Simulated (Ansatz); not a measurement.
## Quasi-harmonic thermodynamics of LiF (Griceite, Fm-3m)

Aim: the lattice, expansion, heat capacity and bulk modulus of LiF (Griceite) as it warms.

Experimental results on record:
- volume expansion coefficient 99.6 1e-6/K and heat capacity C_P per formula unit 42 J/mol/K near room temperature (given in “High-Throughput Prediction of Finite-Temperature Properties using the Quasi-Harmonic Approximation”, 2016, arXiv:1603.06924)
- volume expansion coefficient 106.5 1e-6/K near room temperature (given in “Descriptors for thermal expansion in solids”, 2017, arXiv:1701.03966)

Main program and level: Ansatz 0.2.0; DFT r2SCAN, scalar-relativistic, plane waves, PAW.

**1. The starting structure**

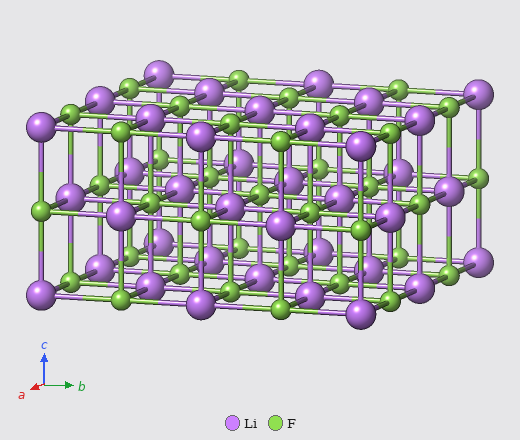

Start, viewed slightly off an axis; lithium purple, fluorine green. 2×2×1 cells are drawn. This picture shows the conventional cell, with its axes. Some periodic images of atoms are drawn too.

**2. Probe on a coarse mesh**

Before spending time, one coarse run tells the gap and the pressure of the starting cell.

Input file input.yaml:

```yaml
crystal:
  lattice:
    - [0.0, 2.014, 2.014]
    - [2.014, 0.0, 2.014]
    - [2.014, 2.014, 0.0]
  atoms:
    - { symbol: Li, position: [0.0, 0.0, 0.0] }
    - { symbol: F, position: [0.5, 0.5, 0.5] }
kpoints:
  mp_grid: { grid: [8, 8, 8] }
hamiltonian:
  xc: r2scan
scf:
  occupations: { method: gaussian, width: 0.1 }
output:
  forces: true
  stress: true
  eigenvalues: true
```

Launch:

```sh
$ ansatz run input.yaml --threads 4 --pin off --max-ram 8192MiB --backend cpu --events-out ev --progress --plain --runs-dir out
```

Numbers of over 12 decimals in the logs are rounded to 6 here.

The program printed:

```text
Engine: ansatz 0.2.0, x86_64-unknown-linux-gnu
Pseudopotentials: kind: paw
Pseudopotential: Li, paw, valence charge 3, recommended cutoff 500 eV (meta_gga), Li.paw.azcp
Pseudopotential: F, paw, valence charge 7, recommended cutoff 500 eV (meta_gga), F.paw.azcp
Functional definition: r2SCAN
  parameter k0 = 0.174
  parameter k1 = 0.065
  parameter a1 = 4.9479
  exchange = r2scan_x(k0 = k0, k1 = k1, a1 = a1)
  correlation = r2scan_c
Crystal: 2 atoms, lattice volume = 16.338 Å³
Basis set: ecut = 500 eV, 411 PW (Γ), exchange–correlation on 96×96×96 points (64 copies of the dense FFT grid, shifted against one another)
Bands: 9, of which v1, the nominal top of the filled ones, is band 5 counted from 1 (4 counted from 0)
Symmetry: 48 space group operations
Space group: Fm-3m (ITA 225), of the structure as read, at distance tolerance 2.5e-5 Å
k-points: 29 of 512
Non-local potential: Li, projectors of the file, l = 0: 3, l = 1: 2, l = 2: 1
Non-local potential: F, projectors of the file, l = 0: 2, l = 1: 2, l = 2: 1
PAW form: soft (Blöchl's): semilocal exchange-correlation on the pseudo side does not see the compensation charge
PAW frozen core: F, regenerated for the run's functional (the file was generated under x = pbe(κ = 0.804, μ = 0.219515), c = pbe(β = 0.066725))
PAW one-centre angular grid: Li, 302 points (default); XC on 327 of its mesh's 2665 points in the sphere
PAW one-centre angular grid: F, 302 points (default); XC on 160 Gauss nodes
Initial density: superposition of atomic densities (neutral atoms: chi_scale 0, normalization atom), corrected by the library's trained network
Initial wavefunctions: pseudopotential atomic-orbital guess
Functional: x = r2scan, c = r2scan; τ floored in thin density (d = 2e-4 eV/Å³)
SCF iter   1: F=—  HF=-1018.286104 eV  |F-HF|=—  |Δ(HF+E_count)|=         —  Δρ=7.54e-3  dr2=8.30e-3  dr2_τ=3.28e-2  ethr=1.77e-3  ⟨swp⟩=5.1  Hψ=1597  notcnv=0
preconditioner: auto → none  [insulator: Δε(μ)=10.226 eV  Ē_g=24.532 eV  σ=0.100 eV  W_gap=1.00  n_scr=0 (ndim 8)  ℏωp=26.0 eV  f_vac=0.000  D(μ)=0.00/eV (n_scr^D=0)  ε∞_Penn≈2.1]
SCF iter   2: F=—  HF=-1018.328974 eV  |F-HF|=—  |Δ(HF+E_count)|=   4.29e-2  Δρ=4.45e-3  dr2=7.93e-4  dr2_τ=2.94e-4  ethr=8.30e-5  ⟨swp⟩=2.0  Hψ=726  notcnv=0
SCF iter   3: F=—  HF=-1018.328900 eV  |F-HF|=—  |Δ(HF+E_count)|=   7.34e-5  Δρ=1.49e-3  dr2=1.69e-4  dr2_τ=2.88e-5  ethr=7.93e-6  ⟨swp⟩=2.4  Hψ=356  notcnv=0
SCF iter   4: F=—  HF=-1018.328869 eV  |F-HF|=—  |Δ(HF+E_count)|=   3.13e-5  Δρ=6.08e-4  dr2=2.60e-5  dr2_τ=4.13e-6  ethr=1.69e-6  ⟨swp⟩=1.0  Hψ=261  notcnv=0
SCF iter   5: F=—  HF=-1018.328864 eV  |F-HF|=—  |Δ(HF+E_count)|=   4.81e-6  Δρ=1.26e-4  dr2=9.12e-7  dr2_τ=1.89e-7  ethr=2.60e-7  ⟨swp⟩=1.0  Hψ=261  notcnv=0
SCF iter   6: F=-1018.328864 eV  HF=-1018.328864 eV  |F-HF|=1.67e-8  |Δ(HF+E_count)|=   2.50e-8  Δρ=1.61e-5  dr2=1.06e-8  dr2_τ=3.85e-9  ethr=1.00e-9  ⟨swp⟩=4.5  Hψ=1191  notcnv=0
SCF 1 converged in 6 iterations: F = -1018.328864 eV  dr2 = 1.06e-8
  greatest PAW one-centre occupation: 0.999 electrons in one spin orbital (limit 2), on the Li atom at site 0 (counted from 0), in its partial waves of l = 0
SCF converged after 6 iterations
Free energy (F): -1018.328864 eV
Harris-Foulkes:  -1018.328864 eV  (|F-HF|=1.67e-8)
Internal energy: -1018.328864 eV  (E = F + TS)
E sigma→0 (E₀):  -1018.328864 eV
Fermi energy:    5.398056 eV
--- Per-component energies (eV) ---
  E_band       = -128.341376
  E_kinetic    = 232.166714
  E_local      = -642.723491  (includes V_loc(G=0)·N_el)
  E_nonlocal   = 39.629630
  E_hartree    = 225.861002
  E_xc         = -91.061111
  E_vxc        = -133.244945  (∫ρ·V_xc dr)
  E_paw        = -225.041564  (= ΣΔE_a)
  E_vpaw       = -85.590595  (= ΣTr[D̂ρ^β])
  E_aug_tail   = 0.001033  (compensation charges beyond the density's cutoff)
  E_vtau       = 9.697724  (kinetic-family band-sum trace: ∫τ·v_τ [+ j·A + Jᵃ·Aᵃ] dr)
  E_ewald      = -557.129686
  E_core_change = -0.031392  (= ΣΔE_core)
  E_smearing   = -0.000000  (= −TS)
  E_closure    = -0.000000  (closes the sum)
  Σ components = -1018.328864   (vs F -1018.328864, Δ=0.00e0)
--- Forces (eV/Å), atoms counted from 1 ---
  atom   1  Li    -0.00000000     0.00000000     0.00000000
  atom   2  F      0.00000000    -0.00000000    -0.00000000
  max |Σ_I F_I| component: 3.55e-29 eV/Å
--- Stress (GPa, compression-positive) ---
       -2.061874       0.000000      -0.000000
        0.000000      -2.061874      -0.000000
        0.000000       0.000000      -2.061874
  P = ⅓ Tr σ = -2.0619 GPa (-20.619 kbar)
--- Band table (eV; the first three rows and the last of 29) ---
  k-point 0: bands = ["-41.5370", "-20.7386", "0.3679", "0.3679", "0.3679", "10.4272", "25.9649", "25.9649", "25.9649"]
  k-point 1: bands = ["-41.5286", "-20.6801", "-0.0648", "0.3313", "0.3313", "10.8784", "22.2652", "24.1858", "24.1858"]
  k-point 2: bands = ["-41.5084", "-20.5340", "-1.0005", "0.2454", "0.2454", "11.7390", "19.5560", "22.3625", "22.3625"]
  k-point 28: bands = ["-41.4645", "-20.0861", "-1.6929", "-1.6929", "-0.4408", "16.6098", "16.6098", "19.1439", "21.0143"]
```

Wall time 0.96 s (4 threads of Intel Xeon at 2.70GHz, shared host); peak memory 0.34 GiB.

Numbers from this step:

```
pressure          : -2.062 GPa
gap on the k-mesh : 10.06 eV
volume per atom   : 8.169 Å³
```

The start is under -2.1 GPa at this level and looks like an insulator or semiconductor on this mesh.

**3. Relaxation**

The vibrations must be taken about the equilibrium of this functional, not about the starting cell, so the structure is relaxed.

input.yaml, the sections that differ from step 2:

```yaml
kpoints:
  mp_grid: { grid: [10, 10, 10] }
scf:
  occupations: { method: gaussian, width: 0.02 }
output:
  forces: true
  stress: true
  eigenvalues: true
  write_density: true
  write_potential: true
  elf: true
  volumetric_format: npy
relax:
  adjacent_minimum: "off"
  f_tol: 0.005
  max_steps: 80
  cell: { stress_tol: 0.05 }
# crystal, hamiltonian: as in step 2
```

The program printed:

```text
[...]
Crystal: 2 atoms, lattice volume = 16.338 Å³
Basis set: ecut = 500 eV, 411 PW (Γ), exchange–correlation on 96×96×96 points (64 copies of the dense FFT grid, shifted against one another)
Bands: 9, of which v1, the nominal top of the filled ones, is band 5 counted from 1 (4 counted from 0)
Symmetry: 48 space group operations
[...]
k-points: 47 of 1000
[...]
SCF iter   1: F=—  HF=-1018.286089 eV  |F-HF|=—  |Δ(HF+E_count)|=         —  Δρ=7.53e-3  dr2=8.27e-3  dr2_τ=3.28e-2  ethr=1.77e-3  ⟨swp⟩=5.9  Hψ=2711  notcnv=0
[...]
SCF iter   6: F=-1018.328842 eV  HF=-1018.328842 eV  |F-HF|=1.61e-8  |Δ(HF+E_count)|=   2.58e-8  Δρ=1.64e-5  dr2=1.10e-8  dr2_τ=3.91e-9  ethr=1.00e-9  ⟨swp⟩=7.5  Hψ=2616  notcnv=0
SCF 1 converged in 6 iterations: F = -1018.328842 eV  dr2 = 1.10e-8
[...]
relax step   1: F+E_penalty+E_count = -1018.32884248 eV  Δ(F+E_penalty+E_count) = +0.000e0 eV  max|allowed force component| = 6.110e-29 eV/Å  Δτ_max = 0.0000 Å  P = -2.062 GPa  Ω = 16.338 Å³  (6 SCF iters, dr2 threshold 1.00e-7 eV, accepted)
Crystal: 2 atoms, lattice volume = 16.196 Å³
[...]
iter 1 solved again at ethr=2.20e-7 eV; its pass at ethr=3.10e-3 eV (dr2=2.20e-5 eV) is discarded
[...]
SCF iter   4: F=-1018.330517 eV  HF=-1018.330517 eV  |F-HF|=1.09e-8  |Δ(HF+E_count)|=   3.86e-7  Δρ=1.21e-5  dr2=8.75e-9  dr2_τ=2.99e-9  ethr=2.00e-9  ⟨swp⟩=7.9  Hψ=2711  notcnv=0
SCF 2 converged in 4 iterations: F = -1018.330517 eV  dr2 = 8.75e-9
relax step   2: F+E_penalty+E_count = -1018.33051735 eV  Δ(F+E_penalty+E_count) = -1.675e-3 eV  max|allowed force component| = 6.114e-30 eV/Å  Δτ_max = 0.0000 Å  P = -1.457 GPa  Ω = 16.196 Å³  energy of the carried Pulay correction = +1.058e-4 eV  (4 SCF iters, dr2 threshold 2.00e-7 eV, accepted)
Crystal: 2 atoms, lattice volume = 15.862 Å³
[...]
SCF iter   4: F=-1018.332243 eV  HF=-1018.332243 eV  |F-HF|=6.03e-8  |Δ(HF+E_count)|=   3.39e-6  Δρ=2.51e-5  dr2=3.79e-8  dr2_τ=1.34e-8  ethr=2.00e-9  ⟨swp⟩=4.3  Hψ=1989  notcnv=0
SCF 3 converged in 4 iterations: F = -1018.332243 eV  dr2 = 3.79e-8
relax step   3: F+E_penalty+E_count = -1018.33224289 eV  Δ(F+E_penalty+E_count) = -1.726e-3 eV  max|allowed force component| = 4.574e-29 eV/Å  Δτ_max = 0.0000 Å  P = +0.075 GPa  Ω = 15.862 Å³  energy of the carried Pulay correction = +3.596e-4 eV  (4 SCF iters, dr2 threshold 2.00e-7 eV, accepted)
[...]
relax step   4: F+E_penalty+E_count = -1018.33223404 eV  Δ(F+E_penalty+E_count) = +8.856e-6 eV  max|allowed force component| = 1.576e-29 eV/Å  Δτ_max = 0.0000 Å  P = -0.003 GPa  Ω = 15.878 Å³  energy of the carried Pulay correction = +3.473e-4 eV  (3 SCF iters, dr2 threshold 1.40e-8 eV, accepted)
[...]
SCF iter   6: F=-1018.331871 eV  HF=-1018.331871 eV  |F-HF|=1.59e-12  |Δ(HF+E_count)|=  6.82e-12  Δρ=1.59e-7  dr2=2.19e-12  dr2_τ=2.45e-13  ethr=1.00e-12  ⟨swp⟩=4.0  Hψ=1273  notcnv=0
SCF 5 converged in 6 iterations: F = -1018.331871 eV  dr2 = 2.19e-12
relax step   5: F+E_penalty+E_count = -1018.33187122 eV  Δ(F+E_penalty+E_count) = +3.628e-4 eV  max|allowed force component| = 1.064e-29 eV/Å  Δτ_max = 0.0000 Å  P = +0.023 GPa  Ω = 15.878 Å³  stress off target by 2.33e-2 GPa  SCF on the basis re-selected at this cell (its energy is not comparable with the rows above)  (6 SCF iters)
basis re-selected at this cell: Δ(F+E_penalty+E_count) = +3.628e-4 eV, ΔP = +0.027 GPa vs the last step (what re-selecting the basis moved, of the pressure what is left beyond the Pulay correction that the steps carried, after the strain that the cell walked since its last selection, with what the two solves' SCF thresholds leave and, on support functions, any second-order correction that the steps lacked; it is no m [...]
SCF converged after 6 iterations
Free energy (F): -1018.331871 eV
[...]
Internal energy: -1018.331871 eV  (E = F + TS)
E sigma→0 (E₀):  -1018.331871 eV
Fermi energy:    5.763777 eV
[...]
--- Stress (GPa, compression-positive) ---
        0.023336      -0.000000      -0.000000
       -0.000000       0.023336      -0.000000
       -0.000000      -0.000000       0.023336
  P = ⅓ Tr σ = 0.0233 GPa (0.233 kbar)
--- Band table (eV; the first three rows and the last of 47) ---
[...]
--- Relaxed structure (4 steps of the walk, 4 accepted, 1 SCFs on fresh bases) ---
  F+E_penalty+E_count = -1018.33187122 eV   max|allowed force component| = 1.064e-29 eV/Å   (the final SCF, on the basis selected at the relaxed cell)
  cell:  # Å, volume = 15.8779 Å³
    - [0, 1.994899, 1.994899]
    - [1.994899, 0, 1.994899]
    - [1.994899, 1.994899, 0]
  atoms:
    - { symbol: Li, position: [0, 0, 0] }
    - { symbol: F, position: [0.5, 0.5, 0.5] }
```

The job ended after 4.7 s (4 threads; peak memory 0.38 GiB; 13 s of CPU time).

Relaxation path:

| step | energy less that of the first step (eV) | largest force component (eV/Å) | pressure (GPa) | volume (Å³) |
| --- | --- | --- | --- | --- |
| 1 | 0.0000 | 0.0000 | -2.06 | 16.34 |
| 2 | -0.0017 | 0.0000 | -1.46 | 16.20 |
| 3 | -0.0034 | 0.0000 | 0.07 | 15.86 |
| 4 | -0.0034 | 0.0000 | 0.00 | 15.88 |
| 5* | -0.0030 | 0.0000 | 0.02 | 15.88 |

Relaxation steps marked * repeat the geometry before them on a plane-wave basis chosen anew for their cell, so energy and pressure can jump there.

Forces are held to the 48 operations that the run works with; a distortion that breaks them can't arise in this run.

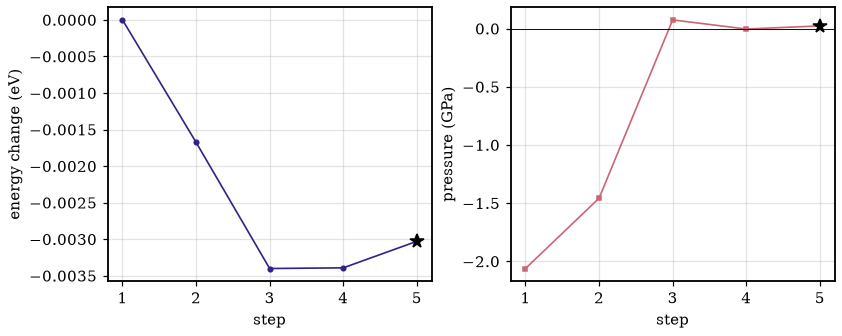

Energy and pressure along the relaxation. Stars mark steps on a basis chosen anew.

| conventional cell, symmetrised | before | after | change |
| --- | --- | --- | --- |
| a (Å) | 4.028 | 3.990 | -0.9 % |
| b (Å) | 4.028 | 3.990 | -0.9 % |
| c (Å) | 4.028 | 3.990 | -0.9 % |
| volume (Å³/atom) | 8.17 | 7.94 | -2.8 % |

Final coordinates:

```xyz
2
Lattice="0.0000 1.9949 1.9949 1.9949 0.0000 1.9949 1.9949 1.9949 0.0000" Properties=species:S:1:pos:R:3 pbc="T T T"
Li    0.0000    0.0000    0.0000
F     1.9949    1.9949    1.9949
```

This step gave:

```
pressure          : 0.02334 GPa
gap on the k-mesh : 10.33 eV
volume per atom   : 7.939 Å³
```

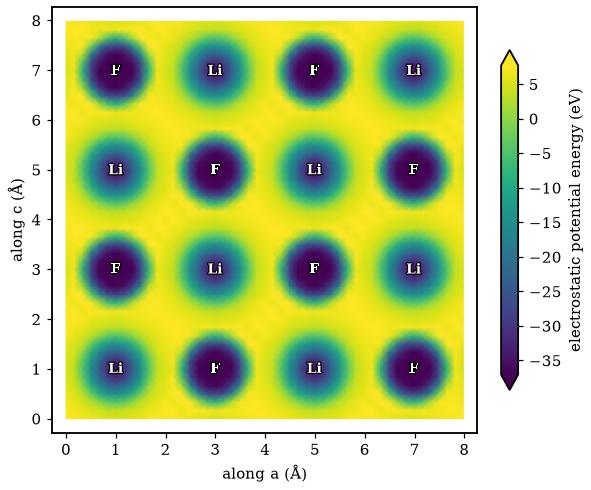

Electrostatic potential energy in the ac plane of the conventional cell at fractional y = 0.000, with atoms of Li and F within 0.2 Å of it. With pseudopotentials it is smooth inside the atoms' cores, unlike the true potential. The map starts off the cell's origin, so that atoms lie inside it.

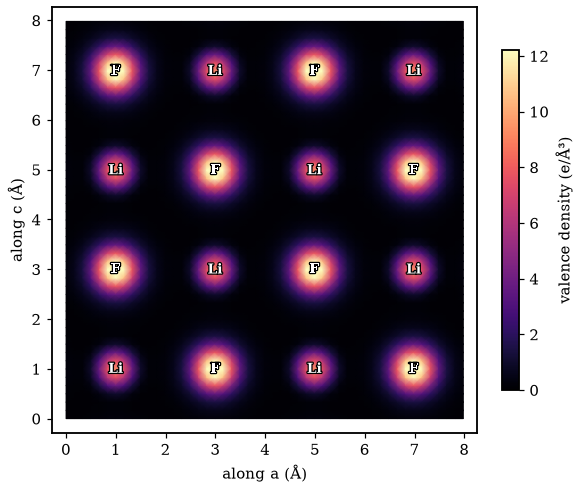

Valence density in the ac plane of the conventional cell at fractional y = 0.000, with atoms of Li and F within 0.2 Å of it. It is the smooth field of the valence electrons, not physical close to the nuclei. The map starts off the cell's origin, so that atoms lie inside it.

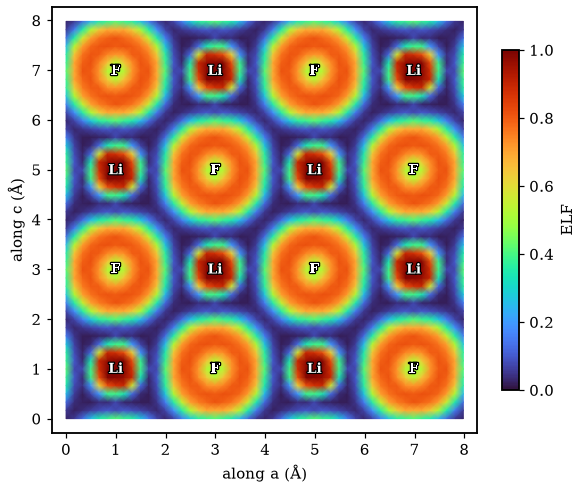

ELF in the ac plane of the conventional cell at fractional y = 0.000, with atoms of Li and F within 0.2 Å of it. It is the smooth field of the valence electrons, not physical close to the nuclei. The map starts off the cell's origin, so that atoms lie inside it.

The relaxation ends with a pressure of 0.02 GPa.

**4. Tight relaxation**

The relaxation is repeated with tighter thresholds on force and stress, since phonons are sensitive to what is left; a change of mesh or smearing in the input moves the cell too.

Input file input.yaml:

```yaml
crystal:
  lattice:
    - [0.0, 1.9948986648, 1.9948986648]
    - [1.9948986648, 0.0, 1.9948986648]
    - [1.9948986648, 1.9948986648, 0.0]
  atoms:
    - { symbol: Li, position: [0.0, 0.0, 0.0] }
    - { symbol: F, position: [0.5, 0.5, 0.5] }
kpoints:
  mp_grid: { grid: [12, 12, 12] }
hamiltonian:
  xc: r2scan
scf:
  occupations: { method: fixed }
output:
  forces: true
  stress: true
  eigenvalues: true
relax:
  adjacent_minimum: "off"
  f_tol: 0.001
  max_steps: 60
  cell: { stress_tol: 0.01 }
```

The program printed:

```text
[...]
Crystal: 2 atoms, lattice volume = 15.878 Å³
Basis set: ecut = 500 eV, 411 PW (Γ), exchange–correlation on 96×96×96 points (64 copies of the dense FFT grid, shifted against one another)
Bands: 9, of which v1, the nominal top of the filled ones, is band 5 counted from 1 (4 counted from 0)
Symmetry: 48 space group operations
[...]
k-points: 72 of 1728
[...]
-0.000000      -0.000000       0.000401
  P = ⅓ Tr σ = 0.0004 GPa (0.004 kbar)
--- Band table (eV; the first three rows and the last of 72) ---
[...]
--- Relaxed structure (3 steps of the walk, 3 accepted, 1 SCFs on fresh bases) ---
[...]
cell:  # Å, volume = 15.8826 Å³
    - [0, 1.995095, 1.995095]
    - [1.995095, 0, 1.995095]
    - [1.995095, 1.995095, 0]
  atoms:
    - { symbol: Li, position: [0, 0, 0] }
    - { symbol: F, position: [0.5, 0.5, 0.5] }
[key lines of the parts left out:]
SCF converged after 4 iterations
Free energy (F): -1018.331865 eV
Fermi energy:    0.596404 eV
```

The job ended after 4.1 s (4 threads; peak memory 0.38 GiB; 12 s of CPU time).

Little changed from the start: no atom moved by 0.005 Å and no cell edge by 0.1 %.

Numbers from this step:

| Item | Value |
| --- | --- |
| pressure | 4.01e-4 GPa |
| volume per atom | 7.941 Å³ |

The residual pressure is 4.0e-4 GPa, small enough for phonons.

(Part 1 of 2 ends here.)

[Logs are printed without paths, hosts, clocks, repeated set-up lines and the standing remarks that a program may print on its own settings, such as how far it seeks lower states.]

[Hosts, paths, dates, database ids (printed as entryN), source tags and the programs' standing remarks are cut or masked in the printed files.]

[A step with changed settings may run another functional than the one named; its input shows which.]
